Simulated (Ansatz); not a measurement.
# Molecular dynamics, with input and output: CH$_{4}$BBrFN (part 3 of 3)

The same run, continued: CH$_{4}$BBrFN; RKS PBE0/def2-SVP (Ansatz 0.2.0). It belongs to a series of runs on one base structure; here: dynamics from the highest image of the converged band.

Geometry of the input (Å):
```
B  -0.5342  -1.3069  0.0957
Br 1.8004  -1.8029  -1.4304
N  -0.0902  -0.1029  0.0370
C  -0.2384  1.2781  0.3749
H  0.9568  -0.5856  -0.6934
F  -1.0817  -2.4541  0.2281
H  0.6232  1.6218  0.9679
H  -1.1532  1.4600  0.9579
H  -0.2826  1.8925  -0.5375
```

Log, continued:
```
md step   199: t =    99.50 fs  T =  1084.3 K  F+E_penalty+E_count = -76005.89872055 eV  E_kin = 0.981126 eV  conserved = -76004.91759409 eV  (31 SCF iters)
these checks for a lower state are left out or cut short: starts, cluster_reference, orbital_swaps, neighbouring_geometries, increment
1176 factors; integrals over basis functions are off by at most 6.1e-4 eV
mean field evaluation 1568: about -76005.9185 eV, gradient 1.7e-4 eV
mean field -76005.91845610 eV, -2793.1659845996 hartree, gradient 7.6e-5 eV, S^2 0.000000; 0 other end points of the search recorded, 0 dependent functions left out
the calculation of the forces begins
reference -76005.91848228 eV, -2793.1659855617 hartree; 33, 33 occupied and 75, 75 virtual orbitals, 1176 factors
1176 factors; integrals over basis functions are off by at most 6.1e-4 eV
mean field -76005.91845610 eV, -2793.1659845997 hartree, gradient 7.6e-5 eV, S^2 0.000000; 1 other end points of the search recorded, 0 dependent functions left out
the calculation of the forces begins
reference -76005.91848228 eV, -2793.1659855617 hartree; 33, 33 occupied and 75, 75 virtual orbitals, 1176 factors
md step   200: t =   100.00 fs  T =  1105.7 K  F+E_penalty+E_count = -76005.91845610 eV  E_kin = 1.000502 eV  conserved = -76004.91795363 eV  (28 SCF iters)
```

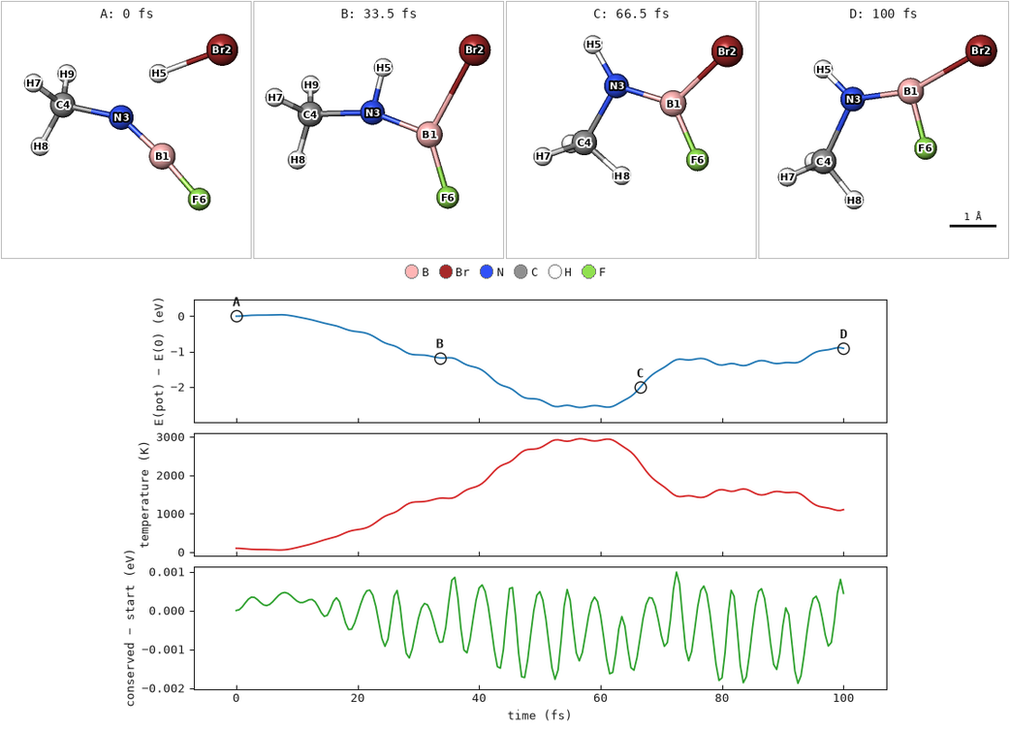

**Figure 1.** Frames of the molecular dynamics (ball-and-stick, seen at a tilt) above the curves, on which the letters mark them. The trajectory kept here has 201 frames over 100 fs. The temperature starts at 100 K, ranges from 54 to 2950 K and averages 1955 K over the second half. The potential energy ends 0.910 eV below its first value. The conserved quantity stays within 0.0029 eV. After an unweighted best fit of the last frame on the first, the root-mean-square displacement is 1.03 Å, and Br2 has moved furthest (1.94 Å).

```
Total energy: -76005.91848228 eV, -2793.1659855617 hartree
Atom 0 at     0.545688    -0.776087    -0.484065 Å, force    -1.918993     0.636248     1.349401 eV/Å
Atom 1 at     1.665298    -2.114477    -1.402926 Å, force     0.558271     1.527189    -0.128197 eV/Å
Atom 2 at     0.087089     0.490061     0.007336 Å, force    -0.929981     0.211139     0.731397 eV/Å
Atom 3 at    -1.197515     0.731530     0.875000 Å, force     1.528709    -1.316436    -1.167789 eV/Å
Atom 4 at     0.467994     1.370596    -0.112433 Å, force     1.466611     2.063772    -0.616680 eV/Å
Atom 5 at    -0.418914    -1.495554     0.017743 Å, force    -1.693867    -3.840248     0.517502 eV/Å
Atom 6 at    -0.992725     0.920391     1.942146 Å, force     0.430962     0.676078    -0.328305 eV/Å
Atom 7 at    -1.867429    -0.116364     0.946624 Å, force     0.254689    -0.960550    -0.375926 eV/Å
Atom 8 at    -1.860883     1.431132     0.373199 Å, force     0.303599     1.002808     0.018596 eV/Å
Dipole moment:    -0.164078     0.548740     0.175972 e Å
```

Trajectory as extended XYZ (Å, eV, eV/Å), 11 of the 201 frames kept, from step=0 to step=200:
```
9
Properties=species:S:1:pos:R:3:forces:R:3 step=0 time_fs=0.0 energy=-76005.00888 temperature=100.0
B    -0.5342   -1.3069    0.0957    0.0221   0.0021  -0.0136
Br    1.8004   -1.8029   -1.4304   -0.0026   0.0015   0.0019
N    -0.0902   -0.1029    0.0370   -0.0208   0.0075   0.0147
C    -0.2384    1.2781    0.3749    0.0002  -0.0014  -0.0008
H     0.9568   -0.5856   -0.6934    0.0099  -0.0066  -0.0070
F    -1.0817   -2.4541    0.2281   -0.0096  -0.0024   0.0053
H     0.6232    1.6218    0.9679   -0.0011  -0.0005  -0.0011
H    -1.1532    1.4600    0.9579    0.0019   0.0006  -0.0007
H    -0.2826    1.8926   -0.5375   -0.0001  -0.0008   0.0013
9
Properties=species:S:1:pos:R:3:forces:R:3 step=20 time_fs=10.0 energy=-76005.02493 temperature=118.0
B    -0.5031   -1.3127    0.0955    0.2676  -0.7360  -0.5309
Br    1.8030   -1.8102   -1.4341   -0.3631  -0.0498   0.3276
N    -0.0935   -0.0894    0.0210    1.0522   0.3279   0.0743
C    -0.2568    1.2859    0.3978   -0.6293  -0.0222  -0.4235
H     0.9063   -0.5072   -0.5525   -0.3576   0.5279  -0.0067
F    -1.0843   -2.4379    0.2298   -0.1874  -0.0216   0.1712
H     0.5597    1.6578    1.0325    0.0935  -0.1373  -0.0699
H    -1.2045    1.3883    0.9357   -0.0737   0.1983   0.2027
H    -0.3382    1.9096   -0.5149    0.1977  -0.0871   0.2551
9
Properties=species:S:1:pos:R:3:forces:R:3 step=40 time_fs=20.0 energy=-76005.44839 temperature=585.7
B    -0.4213   -1.3664    0.0374    2.6522   0.4657  -1.7630
Br    1.8003   -1.8187   -1.4336   -1.2631  -0.2170   0.7751
N    -0.0616   -0.0573    0.0194    0.7884  -0.2518  -0.8160
C    -0.3186    1.2898    0.4195    0.1149   0.6894   0.2376
H     0.8464   -0.0344   -0.5519   -1.0804  -0.6624   0.6131
F    -1.1007   -2.4252    0.2421   -0.4873   0.1497   0.4061
H     0.5318    1.5935    1.0476   -0.0861   0.2286   0.1786
H    -1.2317    1.4408    0.9951   -0.3306  -0.0591  -0.0047
H    -0.2901    1.9632   -0.4699   -0.3079  -0.3432   0.3730
9
Properties=species:S:1:pos:R:3:forces:R:3 step=60 time_fs=30.0 energy=-76006.10261 temperature=1308.6
B    -0.1658   -1.4352   -0.1488   -0.4609  -0.1084   0.2311
Br    1.7819   -1.8301   -1.4235   -2.2318  -0.3694   1.2894
N    -0.0356   -0.0326    0.0083    1.6798  -0.5819  -1.4647
C    -0.3911    1.3152    0.4872   -0.3509  -0.6067  -0.8001
H     0.8239    0.1214   -0.6015   -1.2058  -0.2006   1.0367
F    -1.1189   -2.3833    0.2650    2.7562   2.4119  -1.1916
H     0.3978    1.6774    1.1615   -0.0352   0.0478   0.0378
H    -1.3581    1.3903    0.9856   -0.2222  -0.2752   0.2090
H    -0.4410    1.9824   -0.4144    0.0706  -0.3176   0.6524
9
Properties=species:S:1:pos:R:3:forces:R:3 step=80 time_fs=40.0 energy=-76006.48972 temperature=1737.3
B     0.0600   -1.4868   -0.3158   -2.4435   2.1895   2.0925
Br    1.7384   -1.8463   -1.3990   -1.3963  -0.8187   0.6645
N     0.0193   -0.0561   -0.0407    2.9108   1.6287  -1.4031
C    -0.5000    1.2694    0.5542   -0.2598  -1.7951  -1.4314
H     0.8925    0.2928   -0.5624   -1.6502  -0.7049   1.0287
F    -1.0131   -2.2388    0.2331    2.9404   0.7094  -1.7427
H     0.1791    1.7311    1.2839    0.2932  -0.4587   0.0898
H    -1.4682    1.1156    1.0239   -0.3526  -0.0192   0.1605
H    -0.6099    2.0177   -0.2826   -0.0420  -0.7310   0.5412
9
Properties=species:S:1:pos:R:3:forces:R:3 step=100 time_fs=50.0 energy=-76007.37272 temperature=2713.0
B     0.1272   -1.3581   -0.3381    2.2576   2.2260  -0.9480
Br    1.6784   -1.8719   -1.3665    0.2091  -1.0184  -0.3164
N     0.1430   -0.0136   -0.1136    1.3194   4.2368  -0.1984
C    -0.6311    1.0572    0.5809    0.9116  -0.4645  -1.1607
H     1.0095    0.4726   -0.5072   -1.6985  -1.1290   0.6504
F    -0.7884   -2.0695    0.1303   -2.7430  -3.1393   1.1304
H     0.0378    1.4165    1.3675   -0.0983   0.4687   0.2518
H    -1.5688    0.7767    1.0541   -0.2929  -0.5912  -0.0575
H    -0.8434    1.8876   -0.1531    0.1349  -0.5890   0.6484
9
Properties=species:S:1:pos:R:3:forces:R:3 step=120 time_fs=60.0 energy=-76007.55244 temperature=2911.0
B     0.2745   -1.1164   -0.3829   -1.1780  -2.3766   0.3512
Br    1.6214   -1.9092   -1.3381    2.1299  -1.0207  -1.4880
N     0.2675    0.2087   -0.1673    2.3086   0.5556  -1.0886
C    -0.7250    0.7947    0.6029   -1.1627   3.0972   0.6479
H     1.1444    0.6701   -0.5376   -1.8100  -0.0419   0.8919
F    -0.6384   -2.0036    0.0537   -0.3081   0.7677   0.2451
H    -0.3232    1.2631    1.5180   -0.0441  -0.3263   0.3254
H    -1.5319    0.0903    0.8616    0.2329   0.0760  -0.1138
H    -1.1545    1.6932    0.0719   -0.1685  -0.7311   0.2288
9
Properties=species:S:1:pos:R:3:forces:R:3 step=140 time_fs=70.0 energy=-76006.50284 temperature=1750.4
B     0.3706   -0.9895   -0.4131    0.0122   1.8436   0.2754
Br    1.5893   -1.9594   -1.3272    3.0784  -1.0821  -2.0986
N     0.3958    0.4451   -0.2126   -3.1812  -1.2243   2.2272
C    -0.8583    0.6606    0.6708    0.7265   0.7297  -1.2694
H     0.9814    1.2768   -0.3885   -0.1611  -1.3328  -0.1499
F    -0.5260   -1.9233   -0.0006   -0.7637   1.3406   0.6756
H    -0.7350    0.8823    1.7453    0.6114   0.3240  -0.2501
H    -1.2461   -0.3294    0.6242   -1.1864  -0.6108   0.5641
H    -1.6687    1.3066    0.2441    0.8639   0.0121   0.0256
9
Properties=species:S:1:pos:R:3:forces:R:3 step=160 time_fs=80.0 energy=-76006.39138 temperature=1626.0
B     0.4518   -0.7797   -0.4228   -0.0129  -2.9137  -0.5624
Br    1.5920   -2.0203   -1.3398    1.9943   0.7196  -1.1174
N     0.3172    0.5607   -0.1266   -2.5812  -2.8895   0.8288
C    -0.9573    0.5325    0.6872    0.5323   2.7999   0.4372
H     0.8885    1.3380   -0.3776    0.0371   0.6391   0.0921
F    -0.4449   -1.7737   -0.0250   -0.3875   1.4236   0.5177
H    -0.7109    0.7406    1.7415   -0.2228   0.5691  -0.0685
H    -1.4008   -0.4394    0.7308    0.0064  -0.6706  -0.2974
H    -1.7795    1.1696    0.2951    0.6342   0.3225   0.1700
9
Properties=species:S:1:pos:R:3:forces:R:3 step=180 time_fs=90.0 energy=-76006.33121 temperature=1561.0
B     0.5264   -0.7494   -0.4648   -0.7191  -0.2553   0.3813
Br    1.6196   -2.0743   -1.3668    1.5472   1.1365  -0.8014
N     0.1277    0.5224   -0.0127    2.4429  -2.1424  -1.7441
C    -1.0383    0.5540    0.7460   -0.9610   3.1155   1.2685
H     0.5511    1.3778   -0.1871    1.1279   1.7884  -0.4514
F    -0.3904   -1.5750   -0.0225   -1.6880  -2.5189   0.7527
H    -0.8195    0.9573    1.7509   -0.0974  -0.5503   0.3691
H    -1.5039   -0.4021    0.7498   -0.8956  -0.3170   0.3791
H    -1.6548    1.3658    0.3357   -0.7569  -0.2565  -0.1540
9
Properties=species:S:1:pos:R:3:forces:R:3 step=200 time_fs=100.0 energy=-76005.91846 temperature=1105.7
B     0.5457   -0.7761   -0.4841   -1.9190   0.6362   1.3494
Br    1.6653   -2.1145   -1.4029    0.5583   1.5272  -0.1282
N     0.0871    0.4901    0.0073   -0.9300   0.2111   0.7314
C    -1.1975    0.7315    0.8750    1.5287  -1.3164  -1.1678
H     0.4680    1.3706   -0.1124    1.4666   2.0638  -0.6167
F    -0.4189   -1.4956    0.0177   -1.6939  -3.8402   0.5175
H    -0.9927    0.9204    1.9421    0.4310   0.6761  -0.3283
H    -1.8674   -0.1164    0.9466    0.2547  -0.9606  -0.3759
H    -1.8609    1.4311    0.3732    0.3036   1.0028   0.0186
```

Key numbers:

```tsv
quantity	value
outcome	finished
mean temperature over the second half	1955 K
trajectory	200 steps, 100 fs
ensemble	nve
temperature in the input	100.0 K
time step	0.5 fs
potential energy (last step)	−76005.9185 eV
mean-field energy (last step)	−76005.9185 eV
largest force (length of the vector) (last step)	4.229 eV/Å
wall time	10 min (CPU time 20 min)
peak memory	0.25 GiB
```

So short a trajectory is not equilibrated.
